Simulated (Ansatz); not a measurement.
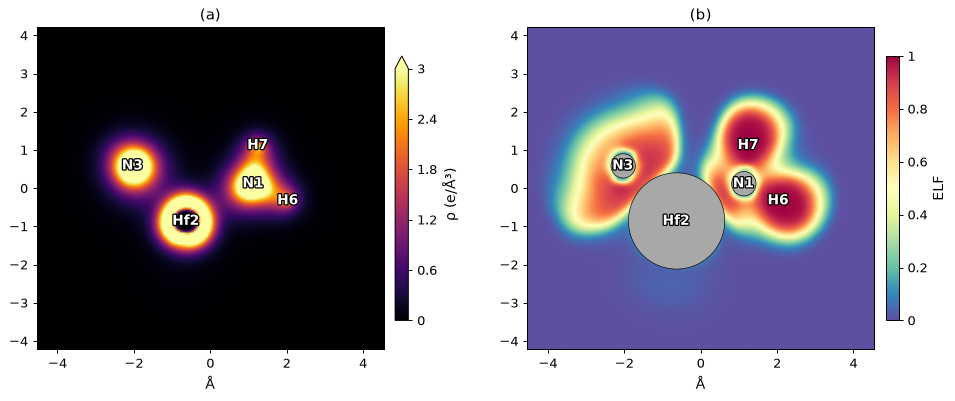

*Cl2H4HfN2. (a) electron density; (b) ELF on the plane of atoms Hf2, N1 and H6. Grey discs cover the atomic cores in the ELF map.*

Geometry: PBE0-D4/def2-TZVP; core potentials replace the inner electrons of Hf.

Computed with RKS PBE0-D4/def2-TZVPP in Ansatz.

```xyz
9

N    -0.6923    1.4615   -0.4863
Hf   -0.1272   -0.0968    0.6549
N     0.8988   -1.3049   -0.5779
Cl   -2.0529   -1.2041    1.4560
Cl    1.2814    0.6829    2.3822
H    -1.2305    2.2531   -0.1596
H    -0.4877    1.5839   -1.4672
H     1.9016   -1.2936   -0.7076
H     0.5088   -2.0819   -1.0946
```

Describe what can be read from this map.

The section cuts through N, Hf and H sites.
Hf–N (2.01 Å): ρ is about 0.87 e/Å³ halfway; the ELF peaks at about 0.90 in the valence shell of N, 0.6 Å from its nucleus, and is about 0.30 at the midpoint.
N–H (1.01 Å): ρ is about 2.9 e/Å³ halfway; the ELF climbs to about 1 towards the hydrogen, as it does in any bond to H: an ordinary covalent bond to hydrogen.
